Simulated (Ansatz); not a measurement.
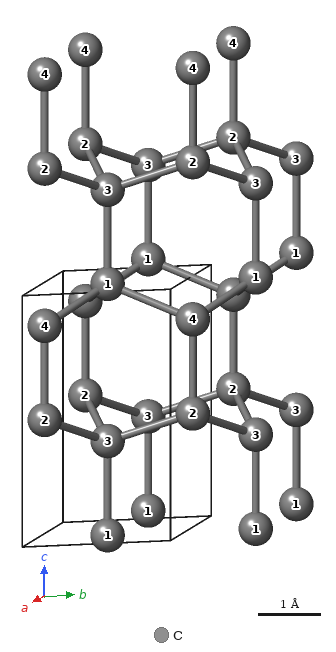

The starting point is a crystal of C (set up in P6_3/mmc). A ball-and-stick model of the cell of the calculation, repeated 2 × 2 × 2 with one cell outlined, seen slightly off an axis.

Theory: DFT r2SCAN, scalar-relativistic, plane waves, PAW in Ansatz 0.2.0. Settings: plane-wave cutoff 500 eV; k-point mesh 12 × 12 × 6; occupations gaussian; smearing width 0.02 eV; no spin polarisation.

The variant: The volume is changed by −6.0 %. The atoms are relaxed in that cell.

**What does the calculation give for the changed structure?**

It costs 31.5 meV per atom. The pressure goes from 0.0 to 31.2 GPa. Cell: a = b 2.503 → 2.452 Å (−2.1 %), c 4.169 → 4.085 Å (−2.0 %). Volume −6.0 %. The atoms keep their places relative to the cell (all moves are under 0.005 Å). Among the bonded contacts that change: C–C 1.561 → 1.528 Å, C–C 1.537 → 1.506 Å. The space group stays P6_3/mmc (No. 194).

Drawn alike, the variant:

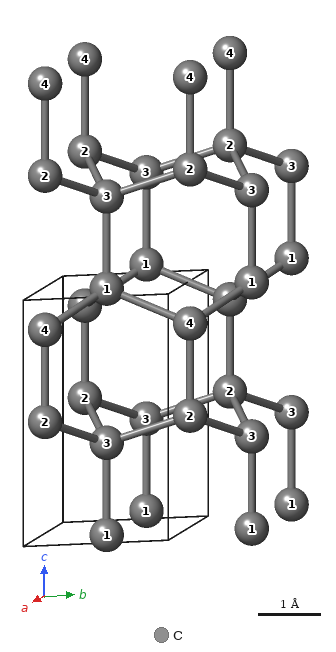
